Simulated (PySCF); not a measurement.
**BHO2 (oxoborinic acid) at r2SCAN/STO-6G**

What is the energy change on altering one bond length of BHO2 (oxoborinic acid) at r2SCAN/STO-6G? 

The calculation is run with PySCF 2.14.0.

6 further runs of the same task are left out: 6 set aside as unsound or not needed.

## (1) The structure to begin with

The species is BHO2 (4 atoms), meant as a singlet with charge 0. SMILES: `O=BO`. The shape is that of a PBE0-D4/def2-TZVP optimisation.

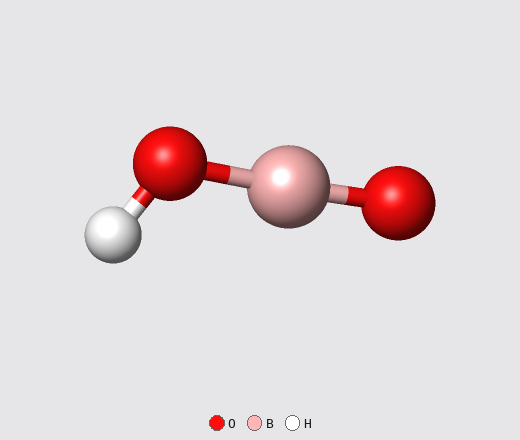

Viewed from a chosen angle; oxygen red, boron pink, hydrogen white.

## (2) A single-point energy at r2SCAN/STO-6G

File geometry.xyz:

```xyz
4
BHO2
O     -1.555100     0.523500     0.428500
B     -0.423900     0.132000     0.248600
O      0.816700    -0.302000     0.108600
H      1.162300    -0.353500    -0.785700
```

File input.py:

```python
# O=BO
from pyscf import gto, dft

mol = gto.Mole()
mol.atom = 'geometry.xyz'
mol.basis = 'sto-6g'
mol.max_memory = 1860
mol.verbose = 3
mol.build()

mf = dft.RKS(mol)
mf.xc = 'r2scan'
mf.grids.level = 5
mf.conv_tol = 1e-10
mf.kernel()
if not mf.converged:
    mf = mf.newton().run(mf.mo_coeff, mf.mo_occ)

etot = mf.e_tot
print('E = %.10f Eh' % etot)
```

Command:

```sh
$ OMP_NUM_THREADS=1 python input.py
```

Log:

```text
converged SCF energy = -175.187054244008
E = -175.1870542440 Eh
```

Run time: 3.6 s. Hardware: 1 thread of Intel Xeon 6975P-C (Granite Rapids), shared host; peak memory 0.19 GiB.

## (3) The distorted shape

File input.xyz:

```xyz
4
BHO2
O     -1.624233     0.533802     0.607393
B     -0.493033     0.142302     0.427493
O      0.747567    -0.291698     0.287493
H      1.162300    -0.353500    -0.785700
```

File calc.py:

```python
from pyscf import gto, dft

mol = gto.M(
    atom='input.xyz',
    basis='sto-6g',
    max_memory=1860,
    verbose=4,
)

mf = dft.RKS(mol, xc='r2scan')
mf.grids.level = 5
mf.conv_tol = 1e-10
mf.kernel()
if not mf.converged:
    mf = mf.newton().run(mf.mo_coeff, mf.mo_occ)

e_tot = mf.e_tot
print(f'total energy: {e_tot:.8f} hartree')
```

Command:

```sh
$ OMP_NUM_THREADS=1 python calc.py
```

Log:

```text
PySCF version 2.14.0

[INPUT] num. atoms = 4
[INPUT] num. electrons = 22
[INPUT] charge = 0
[INPUT] spin (= nelec alpha-beta = 2S) = 0
[INPUT] symmetry False subgroup None
[INPUT] Mole.unit = angstrom
[INPUT] Symbol           X                Y                Z      unit          X                Y                Z       unit  Magmom
[INPUT]  1 O     -1.624233000000   0.533802000000   0.607393000000 AA   -3.069355532481   1.008739584745   1.147806419978 Bohr   0.0
[INPUT]  2 B     -0.493033000000   0.142302000000   0.427493000000 AA   -0.931697340373   0.268911806978   0.807844690169 Bohr   0.0
[INPUT]  3 O      0.747567000000  -0.291698000000   0.287493000000 AA    1.412696889763  -0.551229331083   0.543283032730 Bohr   0.0
[INPUT]  4 H      1.162300000000  -0.353500000000  -0.785700000000 AA    2.196428674582  -0.668018185034  -1.484757816071 Bohr   0.0

nuclear repulsion = 53.1128365417533
number of shells = 10
number of NR pGTOs = 96
number of NR cGTOs = 16
basis = sto-6g
ecp = {}

******** <class 'pyscf.dft.rks.RKS'> ********
method = RKS
initial guess = minao
damping factor = 0
level_shift factor = 0
DIIS = <class 'pyscf.scf.diis.CDIIS'>
diis_start_cycle = 1
diis_space = 8
diis_damp = 0
SCF conv_tol = 1e-10
SCF conv_tol_grad = None
SCF max_cycles = 50
direct_scf = True
direct_scf_tol = 1e-13
XC library pyscf.dft.libxc version 7.0.0
    S. Lehtola, C. Steigemann, M. J.T. Oliveira, and M. A.L. Marques.,  SoftwareX 7, 1–5 (2018)
XC functionals = r2scan
    J. W. Furness, A. D. Kaplan, J. Ning, J. P. Perdew, and J. Sun.,  J. Phys. Chem. Lett. 11, 8208-8215 (2020)
    J. W. Furness, A. D. Kaplan, J. Ning, J. P. Perdew, and J. Sun.,  J. Phys. Chem. Lett. 11, 9248-9248 (2020)
    J. W. Furness, A. D. Kaplan, J. Ning, J. P. Perdew, and J. Sun.,  J. Phys. Chem. Lett. 11, 8208-8215 (2020)
    J. W. Furness, A. D. Kaplan, J. Ning, J. P. Perdew, and J. Sun.,  J. Phys. Chem. Lett. 11, 9248-9248 (2020)
radial grids:
    Treutler-Ahlrichs [JCP 102, 346 (1995); DOI:10.1063/1.469408] (M4) radial grids

becke partition: Becke, JCP 88, 2547 (1988); DOI:10.1063/1.454033
pruning grids: <function nwchem_prune>
grids dens level: 5
symmetrized grids: False
atomic radii adjust function: <function treutler_atomic_radii_adjust>
small_rho_cutoff = 0
Set gradient conv threshold to 1e-05
Initial guess from minao.
tot grids = 152656
init E= -175.461675698924
  HOMO = -0.367480723022769  LUMO = 0.0303011309345415  gap/eV = 10.82420
cycle= 1 E= -174.94109684552  delta_E= 0.521  |g|= 0.799  |ddm|= 2.84
  HOMO = -0.013095596525422  LUMO = 0.125505900046045  gap/eV = 3.77154
cycle= 2 E= -173.508882335755  delta_E= 1.43  |g|=  2.4  |ddm|= 3.36
  HOMO = -0.093585814280591  LUMO = 0.120297791216484  gap/eV = 5.82007
cycle= 3 E= -175.078043167711  delta_E= -1.57  |g|= 0.586  |ddm|= 2.68
  HOMO = -0.145396678758165  LUMO = 0.0924697485866395  gap/eV = 6.47268
cycle= 4 E= -175.170477406752  delta_E= -0.0924  |g|= 0.107  |ddm|= 0.717
  HOMO = -0.154737991539102  LUMO = 0.0879356478100186  gap/eV = 6.60349
cycle= 5 E= -175.173755433391  delta_E= -0.00328  |g|= 0.0147  |ddm|= 0.105
  HOMO = -0.156187123491169  LUMO = 0.0874191633237935  gap/eV = 6.62886
cycle= 6 E= -175.173817512564  delta_E= -6.21e-05  |g|= 0.00163  |ddm|= 0.0143
  HOMO = -0.156369837651085  LUMO = 0.0874921677699501  gap/eV = 6.63582
cycle= 7 E= -175.173818359687  delta_E= -8.47e-07  |g|= 0.000442  |ddm|= 0.00201
  HOMO = -0.156383048102393  LUMO = 0.0874728324512258  gap/eV = 6.63566
cycle= 8 E= -175.173818415933  delta_E= -5.62e-08  |g|= 7.29e-06  |ddm|= 0.000464
  HOMO = -0.156383887255279  LUMO = 0.0874732470734997  gap/eV = 6.63569
cycle= 9 E= -175.173818415959  delta_E= -2.64e-11  |g|= 3.05e-06  |ddm|= 1.82e-05
  HOMO = -0.156383309340942  LUMO = 0.0874729890225416  gap/eV = 6.63567
Extra cycle  E= -175.173818415938  delta_E= 2.13e-11  |g|= 9.05e-06  |ddm|= 1.29e-05
converged SCF energy = -175.173818415938
total energy: -175.17381842 hartree
```

Run time: 3.9 s. Hardware: 1 thread of Intel Xeon 6975P-C (Granite Rapids), shared host; peak memory 0.18 GiB.

## (4) Outcome

Level: r2SCAN/STO-6G.

| quantity | value |
| --- | --- |
| first shape: total energy | -175.18705 Eh |
| first shape: dipole moment | 2.78 D |
| first shape: HOMO energy | -4.36 eV |
| first shape: LUMO energy | 4.34 eV |
| first shape: HOMO–LUMO gap | 8.70 eV |
| distorted shape: total energy | -175.17382 Eh |
| distorted shape: dipole moment | 2.78 D |
| distorted shape: HOMO energy | -4.26 eV |
| distorted shape: LUMO energy | 2.38 eV |
| distorted shape: HOMO–LUMO gap | 6.64 eV |
| energy change with the O3–H4 bond stretched from 0.960 to 1.152 Å | 0.360 eV |

With the O3–H4 bond stretched from 0.960 to 1.152 Å the energy rises by 0.36 eV (34.8 kJ/mol). The first shape isn't relaxed at this level, so the change isn't measured from a minimum. The minimal basis adds a large error of its own.
